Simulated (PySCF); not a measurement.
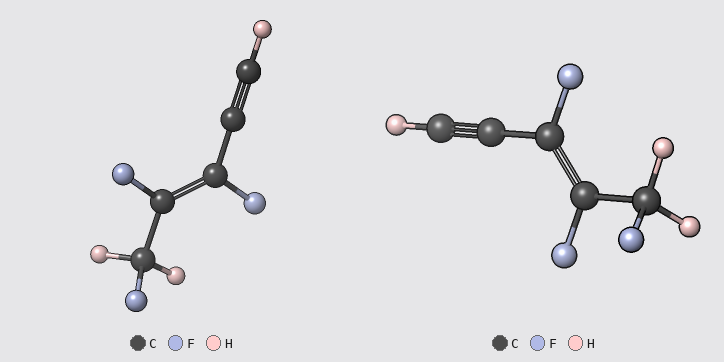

Two views of one molecule.

**Which formula does it have?**

C₅H₃F₃, 11 atoms: 5 carbon, 3 hydrogen and 3 fluorine.

**Count the bonded pairs by element.**

4 C–C, 3 C–F, 3 C–H.

**What is its SMILES?**

C#C/C(F)=C(\F)CF

**Does it have rings?**

It has no ring.

**Name some functional groups or characteristic bonds that it holds.**

Among them: alkene, alkyne, C–F bond.

More results for the same structure follow; atom numbers are the same in all pictures, views and colours differ. The geometry was computed by an optimisation with PBE0-D3(BJ)/def2-SVP. No frequency run is at hand to confirm it as a minimum.

**Shape**

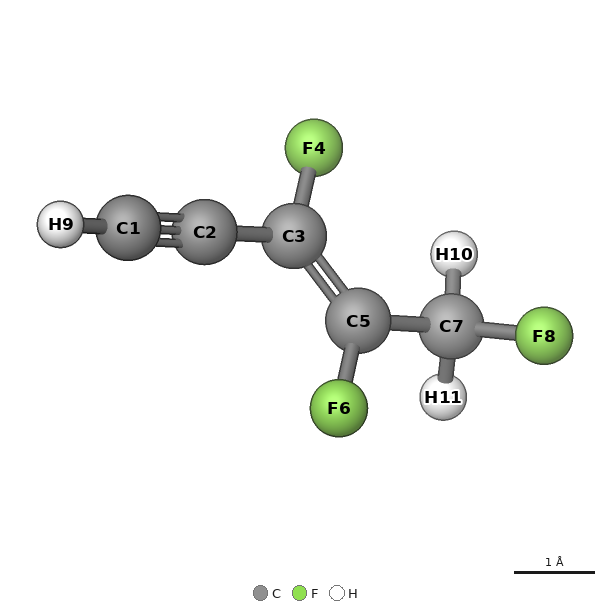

No frequency run is at hand to confirm it as a minimum.

Estimate the angles C2–C1–H9, C1–C2–C3, C2–C3–F4, C2–C3–C5, F4–C3–C5, C3–C5–F6, C3–C5–C7, F6–C5–C7, C5–C7–F8, C5–C7–H10, C5–C7–H11, F8–C7–H10, F8–C7–H11.

```
    angle  degrees
 C2–C1–H9    179.8
 C1–C2–C3    179.5
 C2–C3–F4    116.2
 C2–C3–C5    124.9
 F4–C3–C5    118.9
 C3–C5–F6    119.1
 C3–C5–C7    125.5
 F6–C5–C7    115.4
 C5–C7–F8    110.9
C5–C7–H10    109.5
C5–C7–H11    109.1
F8–C7–H10    109.8
F8–C7–H11    108.3
```

**Electronic properties**

No frequency run is at hand to confirm it as a minimum. Level of theory: PBE/pcSseg-1, gas phase (PySCF 2.14.0).

**Give the dipole moment at this level.**

1.67 D.

**What is the HOMO–LUMO gap?**

3.84 eV.

**Give the HOMO energy (Kohn–Sham orbital) at this level.**

−6.15 eV.

**NMR shielding**

The questions are on isotropic NMR shieldings of the F atoms. No frequency run is at hand to confirm it as a minimum. Method: GIAO PBE0/6-311+G(2d,p) NMR shielding, non-relativistic, gas phase (PySCF 2.14.0).

List the isotropic NMR shieldings of the F atoms.

```tsv
atom	σ (ppm)
F4	330.6
F6	321.3
F8	419.8
```

**Charges**

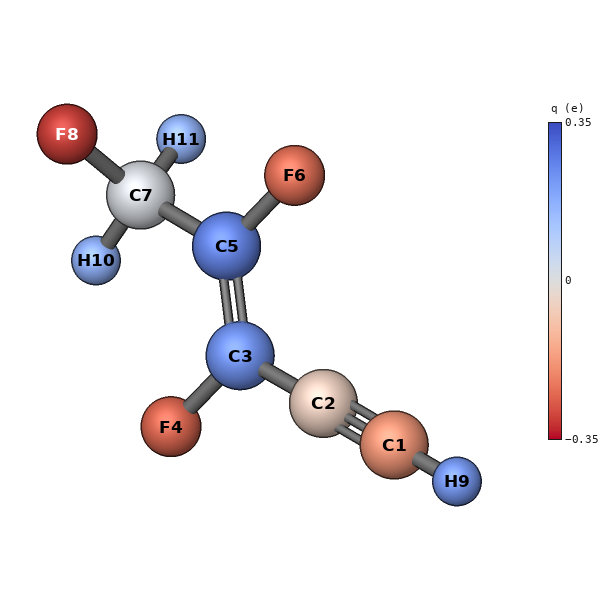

Atoms are coloured by their IAO charges. No frequency run is at hand to confirm it as a minimum. Method: PBE0/cc-pVDZ, gas phase (PySCF 2.14.0).

List the IAO charges.

```csv
atom,value (e)
C1,−0.18
C2,−0.05
C3,0.23
F4,−0.25
C5,0.25
F6,−0.24
C7,0.01
F8,−0.30
H9,0.21
H10,0.16
H11,0.15
```
